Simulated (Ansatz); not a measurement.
**Run report: NF₃, geometry relaxation**

NF₃ (molecule in a box, 4 atoms in the cell), computed with DFT PBE+D3(BJ), scalar-relativistic, plane waves, PAW, no spin polarisation (Ansatz 0.2.0).

It belongs to a series of runs on one base structure; here: gas reference in a box. Figures and captions count atoms from 1; the log counts them from 0 in places.

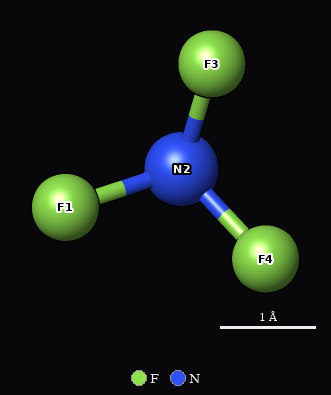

The starting structure (ball-and-stick view of the molecule without its box, seen on its broad side; atoms are numbered from 1 in the order of the input).

### The input
```yaml
crystal:
  lattice:
    - [14.0, 0.0, 0.0]
    - [0.0, 14.5, 0.0]
    - [0.0, 0.0, 15.0]
  atoms:
    - { symbol: F, position: [0.5746495346, 0.4701631113, 0.4876518364] }
    - { symbol: "N", position: [0.48461549, 0.4897679527, 0.5184374615] }
    - { symbol: F, position: [0.4615518719, 0.5720166102, 0.487560154] }
    - { symbol: F, position: [0.4253504654, 0.4279833898, 0.4815625385] }
  symmetry: { detect: false }
basis:
  ecutwfc: 420
kpoints:
  mp_grid: { grid: [1, 1, 1] }
hamiltonian:
  xc: pbe
  dispersion: d3bj
scf:
  occupations: { method: gaussian, width: 0.005 }
output:
  forces: true
  eigenvalues: true
relax:
  adjacent_minimum: "off"
  f_tol: 0.01
  max_steps: 120
```

Run as:
```bash
ansatz run input.yaml --threads 4 --pin off --max-ram 11264MiB --backend cpu --events-out ev --progress --plain --runs-dir out
```

### Output
```
Engine: ansatz 0.2.0, x86_64-unknown-linux-gnu
Pseudopotentials: kind: paw
Pseudopotential: F, paw, valence charge 7, recommended cutoff 420 eV (normal), F.paw.azcp
Pseudopotential: N, paw, valence charge 5, recommended cutoff 420 eV (normal), N.paw.azcp
Functional definition: PBE
  parameter kappa = 0.804
  parameter beta = 0.06672455060314922
  exchange = pbe_x(kappa = kappa, mu = beta*pi^2/3)
  correlation = pbe_c(beta = beta)
Crystal: 4 atoms, lattice volume = 3045.000 Å³
Basis set: ecut = 420 eV, 59533 PW (Γ), exchange–correlation on 192×200×216 points (8 copies of the dense FFT grid, shifted against one another)
Bands: 17, of which v1, the nominal top of the filled ones, is band 13 counted from 1 (12 counted from 0)
Symmetry: 1 space group operations
k-points: 1
Non-local potential: F, projectors of the file, l = 0: 2, l = 1: 2, l = 2: 1
Non-local potential: N, projectors of the file, l = 0: 2, l = 1: 2, l = 2: 1
PAW form: soft (Blöchl's): semilocal exchange-correlation on the pseudo side does not see the compensation charge
PAW one-centre angular grid: F, 110 points (default); XC on 64 Gauss nodes
PAW one-centre angular grid: N, 110 points (default); XC on 64 Gauss nodes
Initial density: superposition of atomic densities (neutral atoms: chi_scale 0, normalization atom), corrected by the library's trained network
Initial wavefunctions: pseudopotential atomic-orbital guess
Functional: x = pbe(κ = 0.804, μ = 0.2195149727645171), c = pbe(β = 0.06672455060314922)
SCF iter   1: F=—  HF=-2802.408528 eV  |F-HF|=—  |Δ(HF+E_count)|=         —  Δρ=1.12e-3  dr2=1.92e-2  ethr=1.77e-3  ⟨swp⟩=9.0  Hψ=125  notcnv=0
preconditioner: auto → Resta (q_TF=auto, 1.233 Å⁻¹)  ε∞=1.1  [insulator: Δε(μ)=6.294 eV  Ē_g=12.694 eV  σ=0.005 eV  W_gap=1.00  n_scr=88 (ndim 8)  ℏωp=3.0 eV  f_vac=0.962  D(μ)=0.00/eV (n_scr^D=0)  ε∞_Penn≈1.1  vacuum switching on, ρ_ref=1.2e-2 e/Å³]
SCF iter   2: F=—  HF=-2802.413593 eV  |F-HF|=—  |Δ(HF+E_count)|=   5.06e-3  Δρ=5.67e-4  dr2=5.10e-3  ethr=7.38e-5  ⟨swp⟩=5.0  Hψ=46  notcnv=0
SCF iter   3: F=—  HF=-2802.417009 eV  |F-HF|=—  |Δ(HF+E_count)|=   3.42e-3  Δρ=3.32e-4  dr2=2.19e-3  ethr=1.96e-5  ⟨swp⟩=5.0  Hψ=40  notcnv=0
SCF iter   4: F=—  HF=-2802.418405 eV  |F-HF|=—  |Δ(HF+E_count)|=   1.40e-3  Δρ=4.28e-5  dr2=2.10e-5  ethr=8.43e-6  ⟨swp⟩=5.0  Hψ=39  notcnv=0
SCF iter   5: F=—  HF=-2802.418722 eV  |F-HF|=—  |Δ(HF+E_count)|=   3.17e-4  Δρ=1.57e-5  dr2=3.68e-6  ethr=8.09e-8  ⟨swp⟩=5.0  Hψ=41  notcnv=0
SCF iter   6: F=-2802.418771 eV  HF=-2802.418767 eV  |F-HF|=4.25e-6  |Δ(HF+E_count)|=   4.47e-5  Δρ=7.25e-6  dr2=9.46e-7  ethr=9.62e-9  ⟨swp⟩=13.0  Hψ=103  notcnv=0
SCF 1 converged in 6 iterations: F = -2802.418771 eV  dr2 = 9.46e-7
  greatest PAW one-centre occupation: 0.937 electrons in one spin orbital (limit 2), on the F atom at site 2 (counted from 0), in its partial waves of l = 0
relax step   1: F+E_penalty+E_count = -2802.41877084 eV  Δ(F+E_penalty+E_count) = +0.000e0 eV  max|allowed force component| = 5.294e0 eV/Å  Δτ_max = 0.0000 Å  (6 SCF iters, dr2 threshold 2.50e-6 eV, accepted)
Initial density: handed on by an earlier stage of this run
Initial wavefunctions: those handed on with the density
iter 1 solved again at ethr=2.87e-3 eV; its pass at ethr=3.10e-3 eV (dr2=7.46e-1 eV) is discarded
SCF iter   1: F=—  HF=-2802.936574 eV  |F-HF|=—  |Δ(HF+E_count)|=         —  Δρ=7.04e-3  dr2=7.49e-1  ethr=2.87e-3  ⟨swp⟩=1.0  Hψ=87  notcnv=0
preconditioner: auto → Resta (q_TF=auto, 1.233 Å⁻¹)  ε∞=1.1  [insulator: Δε(μ)=7.065 eV  Ē_g=12.255 eV  σ=0.005 eV  W_gap=1.00  n_scr=88 (ndim 8)  ℏωp=3.0 eV  f_vac=0.961  D(μ)=0.00/eV (n_scr^D=0)  ε∞_Penn≈1.1  vacuum switching on, ρ_ref=1.1e-2 e/Å³]
SCF iter   2: F=—  HF=-2802.803194 eV  |F-HF|=—  |Δ(HF+E_count)|=   1.33e-1  Δρ=4.63e-3  dr2=3.55e-1  ethr=2.87e-3  ⟨swp⟩=4.0  Hψ=36  notcnv=0
SCF iter   3: F=—  HF=-2802.728731 eV  |F-HF|=—  |Δ(HF+E_count)|=   7.45e-2  Δρ=1.99e-3  dr2=2.48e-2  ethr=1.36e-3  ⟨swp⟩=3.0  Hψ=41  notcnv=0
SCF iter   4: F=—  HF=-2802.727367 eV  |F-HF|=—  |Δ(HF+E_count)|=   1.36e-3  Δρ=5.67e-4  dr2=1.64e-3  ethr=9.53e-5  ⟨swp⟩=5.0  Hψ=37  notcnv=0
SCF iter   5: F=—  HF=-2802.727853 eV  |F-HF|=—  |Δ(HF+E_count)|=   4.86e-4  Δρ=1.90e-4  dr2=6.25e-4  ethr=6.31e-6  ⟨swp⟩=5.0  Hψ=46  notcnv=0
SCF iter   6: F=—  HF=-2802.727733 eV  |F-HF|=—  |Δ(HF+E_count)|=   1.20e-4  Δρ=3.53e-5  dr2=1.10e-5  ethr=2.40e-6  ⟨swp⟩=6.0  Hψ=38  notcnv=0
SCF iter   7: F=-2802.727737 eV  HF=-2802.727736 eV  |F-HF|=5.94e-7  |Δ(HF+E_count)|=   2.86e-6  Δρ=1.06e-5  dr2=8.09e-7  ethr=4.21e-8  ⟨swp⟩=8.0  Hψ=83  notcnv=0
SCF 2 converged in 7 iterations: F = -2802.727737 eV  dr2 = 8.09e-7
  greatest PAW one-centre occupation: 0.938 electrons in one spin orbital (limit 2), on the F atom at site 0 (counted from 0), in its partial waves of l = 0
relax step   2: F+E_penalty+E_count = -2802.72773674 eV  Δ(F+E_penalty+E_count) = -3.090e-1 eV  max|allowed force component| = 1.134e0 eV/Å  Δτ_max = 0.1077 Å  (7 SCF iters, dr2 threshold 1.00e-4 eV, accepted)
SCF iter   1: F=—  HF=-2802.767831 eV  |F-HF|=—  |Δ(HF+E_count)|=         —  Δρ=1.85e-3  dr2=2.03e-2  ethr=2.47e-3  ⟨swp⟩=3.0  Hψ=38  notcnv=0
preconditioner: auto → Resta (q_TF=auto, 1.233 Å⁻¹)  ε∞=1.1  [insulator: Δε(μ)=6.974 eV  Ē_g=11.764 eV  σ=0.005 eV  W_gap=1.00  n_scr=88 (ndim 8)  ℏωp=3.0 eV  f_vac=0.961  D(μ)=0.00/eV (n_scr^D=0)  ε∞_Penn≈1.1  vacuum switching on, ρ_ref=1.0e-2 e/Å³]
SCF iter   2: F=—  HF=-2802.767183 eV  |F-HF|=—  |Δ(HF+E_count)|=   6.48e-4  Δρ=9.07e-4  dr2=6.55e-3  ethr=7.80e-5  ⟨swp⟩=3.0  Hψ=40  notcnv=0
SCF iter   3: F=—  HF=-2802.767055 eV  |F-HF|=—  |Δ(HF+E_count)|=   1.28e-4  Δρ=4.85e-4  dr2=2.47e-3  ethr=2.52e-5  ⟨swp⟩=3.0  Hψ=32  notcnv=0
SCF iter   4: F=—  HF=-2802.766858 eV  |F-HF|=—  |Δ(HF+E_count)|=   1.97e-4  Δρ=1.12e-4  dr2=5.66e-5  ethr=9.51e-6  ⟨swp⟩=4.0  Hψ=31  notcnv=0
SCF iter   5: F=-2802.766903 eV  HF=-2802.766906 eV  |F-HF|=3.14e-6  |Δ(HF+E_count)|=   4.77e-5  Δρ=2.06e-5  dr2=6.16e-6  ethr=2.18e-7  ⟨swp⟩=11.0  Hψ=81  notcnv=0
SCF 3 converged in 5 iterations: F = -2802.766903 eV  dr2 = 6.16e-6
relax step   3: F+E_penalty+E_count = -2802.76690258 eV  Δ(F+E_penalty+E_count) = -3.917e-2 eV  max|allowed force component| = 4.517e-1 eV/Å  Δτ_max = 0.0222 Å  (5 SCF iters, dr2 threshold 8.03e-5 eV, accepted)
SCF iter   1: F=—  HF=-2802.774400 eV  |F-HF|=—  |Δ(HF+E_count)|=         —  Δρ=9.61e-4  dr2=7.75e-3  ethr=2.29e-4  ⟨swp⟩=4.0  Hψ=67  notcnv=0
preconditioner: auto → Resta (q_TF=auto, 1.233 Å⁻¹)  ε∞=1.1  [insulator: Δε(μ)=6.841 eV  Ē_g=11.621 eV  σ=0.005 eV  W_gap=1.00  n_scr=88 (ndim 8)  ℏωp=3.0 eV  f_vac=0.961  D(μ)=0.00/eV (n_scr^D=0)  ε∞_Penn≈1.1  vacuum switching on, ρ_ref=9.8e-3 e/Å³]
SCF iter   2: F=—  HF=-2802.773702 eV  |F-HF|=—  |Δ(HF+E_count)|=   6.97e-4  Δρ=5.57e-4  dr2=2.84e-3  ethr=2.98e-5  ⟨swp⟩=3.0  Hψ=42  notcnv=0
SCF iter   3: F=—  HF=-2802.773434 eV  |F-HF|=—  |Δ(HF+E_count)|=   2.68e-4  Δρ=2.67e-4  dr2=6.25e-4  ethr=1.09e-5  ⟨swp⟩=3.0  Hψ=32  notcnv=0
SCF iter   4: F=—  HF=-2802.773454 eV  |F-HF|=—  |Δ(HF+E_count)|=   1.95e-5  Δρ=1.25e-4  dr2=9.07e-5  ethr=2.40e-6  ⟨swp⟩=5.0  Hψ=33  notcnv=0
SCF iter   5: F=-2802.773493 eV  HF=-2802.773487 eV  |F-HF|=6.01e-6  |Δ(HF+E_count)|=   3.37e-5  Δρ=3.41e-5  dr2=5.83e-6  ethr=4.91e-8  ⟨swp⟩=5.0  Hψ=85  notcnv=0
SCF 4 converged in 5 iterations: F = -2802.773493 eV  dr2 = 5.83e-6
  greatest PAW one-centre occupation: 0.938 electrons in one spin orbital (limit 2), on the F atom at site 2 (counted from 0), in its partial waves of l = 0
relax step   4: F+E_penalty+E_count = -2802.77349338 eV  Δ(F+E_penalty+E_count) = -6.591e-3 eV  max|allowed force component| = 4.926e-2 eV/Å  Δτ_max = 0.0158 Å  (5 SCF iters, dr2 threshold 1.28e-5 eV, accepted)
SCF iter   1: F=—  HF=-2802.773469 eV  |F-HF|=—  |Δ(HF+E_count)|=         —  Δρ=7.51e-5  dr2=7.67e-5  ethr=2.32e-6  ⟨swp⟩=3.0  Hψ=50  notcnv=0
preconditioner: auto → Resta (q_TF=auto, 1.233 Å⁻¹)  ε∞=1.1  [insulator: Δε(μ)=6.863 eV  Ē_g=11.648 eV  σ=0.005 eV  W_gap=1.00  n_scr=88 (ndim 8)  ℏωp=3.0 eV  f_vac=0.961  D(μ)=0.00/eV (n_scr^D=0)  ε∞_Penn≈1.1  vacuum switching on, ρ_ref=9.8e-3 e/Å³]
SCF iter   2: F=—  HF=-2802.773562 eV  |F-HF|=—  |Δ(HF+E_count)|=   9.28e-5  Δρ=4.47e-5  dr2=3.11e-5  ethr=2.95e-7  ⟨swp⟩=3.0  Hψ=40  notcnv=0
SCF iter   3: F=—  HF=-2802.773557 eV  |F-HF|=—  |Δ(HF+E_count)|=   4.97e-6  Δρ=2.00e-5  dr2=3.48e-6  ethr=1.19e-7  ⟨swp⟩=2.0  Hψ=28  notcnv=0
SCF iter   4: F=—  HF=-2802.773558 eV  |F-HF|=—  |Δ(HF+E_count)|=   5.39e-7  Δρ=7.78e-6  dr2=2.70e-7  ethr=1.34e-8  ⟨swp⟩=2.0  Hψ=30  notcnv=0
SCF iter   5: F=-2802.773558 eV  HF=-2802.773558 eV  |F-HF|=1.13e-7  |Δ(HF+E_count)|=   5.04e-7  Δρ=1.67e-6  dr2=1.08e-8  ethr=5.83e-10  ⟨swp⟩=8.0  Hψ=74  notcnv=0
SCF 5 converged in 5 iterations: F = -2802.773558 eV  dr2 = 1.08e-8
relax step   5: F+E_penalty+E_count = -2802.77355846 eV  Δ(F+E_penalty+E_count) = -6.508e-5 eV  max|allowed force component| = 8.674e-3 eV/Å  Δτ_max = 0.0011 Å  (5 SCF iters, dr2 threshold 1.52e-7 eV, accepted)
iter 1 solved again at ethr=4.45e-11 eV; its pass at ethr=3.10e-3 eV (dr2=1.16e-8 eV) is discarded
SCF iter   1: F=—  HF=-2802.773499 eV  |F-HF|=—  |Δ(HF+E_count)|=         —  Δρ=1.70e-6  dr2=1.17e-8  ethr=4.45e-11  ⟨swp⟩=1.0  Hψ=58  notcnv=0
preconditioner: auto → Resta (q_TF=auto, 1.233 Å⁻¹)  ε∞=1.1  [insulator: Δε(μ)=6.860 eV  Ē_g=11.651 eV  σ=0.005 eV  W_gap=1.00  n_scr=88 (ndim 8)  ℏωp=3.0 eV  f_vac=0.961  D(μ)=0.00/eV (n_scr^D=0)  ε∞_Penn≈1.1  vacuum switching on, ρ_ref=9.8e-3 e/Å³]
SCF iter   2: F=-2802.773558 eV  HF=-2802.773558 eV  |F-HF|=3.94e-8  |Δ(HF+E_count)|=   5.97e-5  Δρ=9.03e-7  dr2=4.79e-9  ethr=4.45e-11  ⟨swp⟩=7.0  Hψ=67  notcnv=0
SCF 6 converged in 2 iterations: F = -2802.773558 eV  dr2 = 4.79e-9
relax step   6: F+E_penalty+E_count = -2802.77355846 eV  Δ(F+E_penalty+E_count) = +6.003e-10 eV  max|allowed force component| = 8.687e-3 eV/Å  Δτ_max = 0.0000 Å  (2 SCF iters, accepted)
```

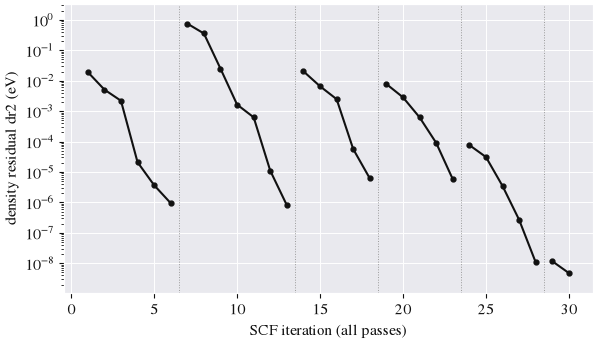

Convergence of the self-consistent field: density residual dr2 against the SCF iteration. The dotted lines part the SCF passes of the relaxation: geometry steps, rejected trials and re-solves on a re-selected basis. The 6 passes take 2 to 7 iterations each, 30 in all.

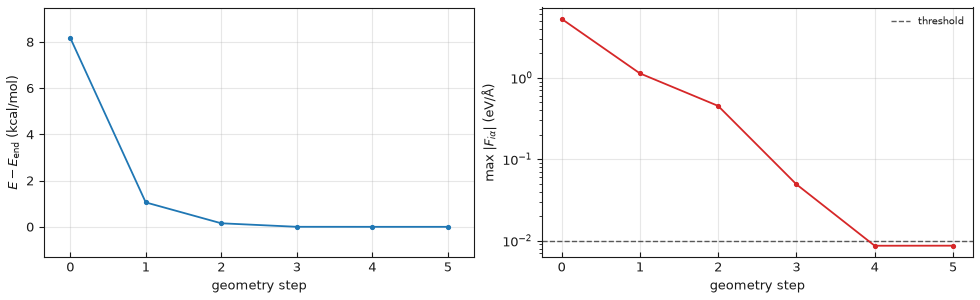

Progress of the relaxation, step by step (the first geometry is step 0 here and step 1 in the log).

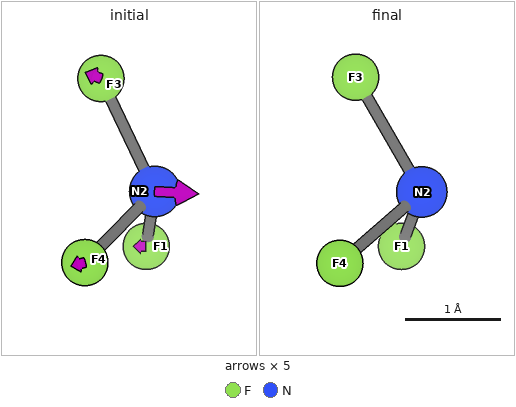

Before (left) and after (right) the relaxation, at one scale (ball-and-stick view of the molecule without its box, seen at an oblique angle). The pink arrows give the displacements, magnified 5 times. The largest move after the best rigid fit is that of N2, 0.097 Å. Largest moves by element: N 0.097 Å, F 0.039 Å. Among the contacts that change: N2–F3 1.320 → 1.399 Å, N2–F4 1.341 → 1.399 Å, F1–N2 1.372 → 1.399 Å. Among the angles that change: F3–N2–F4 107.9° → 101.8°, F1–N2–F3 107.1° → 101.8°. The energy falls by 8.18 kcal/mol in 5 geometry steps. The largest force component goes from 5.3 to 0.0087 eV/Å. (Atoms are counted from 1 in the order of the input.)

```
SCF converged after 2 iterations
Free energy (F): -2802.773558 eV
Harris-Foulkes:  -2802.773558 eV  (|F-HF|=3.94e-8)
Internal energy: -2802.773558 eV  (E = F + TS)
E sigma→0 (E₀):  -2802.773558 eV
Fermi energy:    -5.221699 eV
--- Per-component energies (eV) ---
  E_band       = -451.349467
  E_kinetic    = 735.326005
  E_local      = -6933.849690  (includes V_loc(G=0)·N_el)
  E_nonlocal   = 265.719144
  E_hartree    = 3035.227230
  E_xc         = -294.421377
  E_vxc        = -376.498865  (∫ρ·V_xc dr)
  E_paw        = -724.718417  (= ΣΔE_a)
  E_vpaw       = -212.506653  (= ΣTr[D̂ρ^β])
  E_aug_tail   = 0.006142  (compensation charges beyond the density's cutoff)
  E_ewald      = 1113.968152
  E_disp       = -0.030746  (pairwise vdW)
  E_smearing   = -0.000000  (= −TS)
  E_closure    = -0.000000  (closes the sum)
  Σ components = -2802.773558   (vs F -2802.773558, Δ=0.00e0)
--- Forces (eV/Å), atoms counted from 1 ---
  atom   1  F      0.00203294    -0.00044465    -0.00294619
  atom   2  N     -0.00049137     0.00005920     0.00868976
  atom   3  F     -0.00041924     0.00192274    -0.00269485
  atom   4  F     -0.00110969    -0.00151379    -0.00303607
  max |Σ_I F_I| component: 2.35e-5 eV/Å
--- Band table (eV) ---
  k-point 0: bands = ["-34.2396", "-31.1078", "-31.1076", "-20.6880", "-15.6194", "-15.6193", "-13.9450", "-11.6741", "-11.6740", "-10.5872", "-10.5871", "-10.1736", "-8.6519", "-1.7915", "-1.5646", "-1.5644", "-0.1632"]
--- Relaxed structure (6 steps of the walk, 6 accepted, 0 SCFs on fresh bases) ---
  F+E_penalty+E_count = -2802.77355846 eV   max|allowed force component| = 8.687e-3 eV/Å
  atoms:
    - { symbol: F, position: [0.5739724061229116, 0.4701802331249871, 0.4858845674832097] }
    - { symbol: N, position: [0.48529227565857946, 0.48894998390604344, 0.5248350309661647] }
    - { symbol: F, position: [0.4614283847497643, 0.5731506901369017, 0.4851376283862] }
    - { symbol: F, position: [0.42547429536874465, 0.42765015683206786, 0.47935476356442563] }
```

### Trajectory as extended XYZ (Å, eV, eV/Å), 6 frames, from step=1 to step=6
```
4
Lattice="14.0000 0.0000 0.0000 0.0000 14.5000 0.0000 0.0000 0.0000 15.0000" Properties=species:S:1:pos:R:3:forces:R:3 step=1 energy=-2802.41877
F     8.0451    6.8174    7.3148    0.6733  -0.1084  -1.4495
N     6.7846    7.1016    7.7766    0.6050  -0.8048   5.2947
F     6.4617    8.2942    7.3134   -0.4614   1.7441  -1.9890
F     5.9549    6.2058    7.2234   -0.8162  -0.8309  -1.8551
4
Lattice="14.0000 0.0000 0.0000 0.0000 14.5000 0.0000 0.0000 0.0000 15.0000" Properties=species:S:1:pos:R:3:forces:R:3 step=2 energy=-2802.72774
F     8.0152    6.8228    7.2794    0.5800  -0.1275   0.2050
N     6.7815    7.0980    7.8842    0.4841  -0.3760   0.0158
F     6.4714    8.2760    7.2761   -0.3774   1.1337  -0.1519
F     5.9782    6.2221    7.1885   -0.6868  -0.6304  -0.0703
4
Lattice="14.0000 0.0000 0.0000 0.0000 14.5000 0.0000 0.0000 0.0000 15.0000" Properties=species:S:1:pos:R:3:forces:R:3 step=3 energy=-2802.76690
F     8.0334    6.8190    7.2858    0.0982  -0.0228   0.0365
N     6.7873    7.0946    7.8721    0.2661  -0.2109   0.2205
F     6.4634    8.2965    7.2790   -0.1385   0.4516  -0.1534
F     5.9622    6.2089    7.1913   -0.2246  -0.2184  -0.1001
4
Lattice="14.0000 0.0000 0.0000 0.0000 14.5000 0.0000 0.0000 0.0000 15.0000" Properties=species:S:1:pos:R:3:forces:R:3 step=4 energy=-2802.77349
F     8.0363    6.8172    7.2879   -0.0325   0.0105   0.0194
N     6.7938    7.0899    7.8733    0.0136  -0.0036  -0.0490
F     6.4599    8.3118    7.2769    0.0058  -0.0347   0.0138
F     5.9564    6.2001    7.1900    0.0151   0.0263   0.0169
4
Lattice="14.0000 0.0000 0.0000 0.0000 14.5000 0.0000 0.0000 0.0000 15.0000" Properties=species:S:1:pos:R:3:forces:R:3 step=5 energy=-2802.77356
F     8.0356    6.8176    7.2883    0.0021  -0.0005  -0.0030
N     6.7941    7.0898    7.8725   -0.0004   0.0000   0.0087
F     6.4600    8.3107    7.2771   -0.0004   0.0020  -0.0027
F     5.9566    6.2009    7.1903   -0.0011  -0.0015  -0.0030
4
Lattice="14.0000 0.0000 0.0000 0.0000 14.5000 0.0000 0.0000 0.0000 15.0000" Properties=species:S:1:pos:R:3:forces:R:3 step=6 energy=-2802.77356
F     8.0356    6.8176    7.2883    0.0020  -0.0004  -0.0029
N     6.7941    7.0898    7.8725   -0.0005   0.0001   0.0087
F     6.4600    8.3107    7.2771   -0.0004   0.0019  -0.0027
F     5.9566    6.2009    7.1903   -0.0011  -0.0015  -0.0030
```

### Summary

- outcome: converged
- electrons treated: 26
- free energy: −2802.7736 eV
- Fermi energy: −5.222 eV
- gap on the k-point mesh: 6.86 eV
- final volume: 3045.00 Å³
- largest force (length of the vector) at the end: 0.009 eV/Å
- hardware: 4 threads of Intel Xeon (Granite Rapids), 64 GiB of memory available, shared host
- wall time: 12 s (CPU time 40 s)
- peak memory: 1.4 GiB
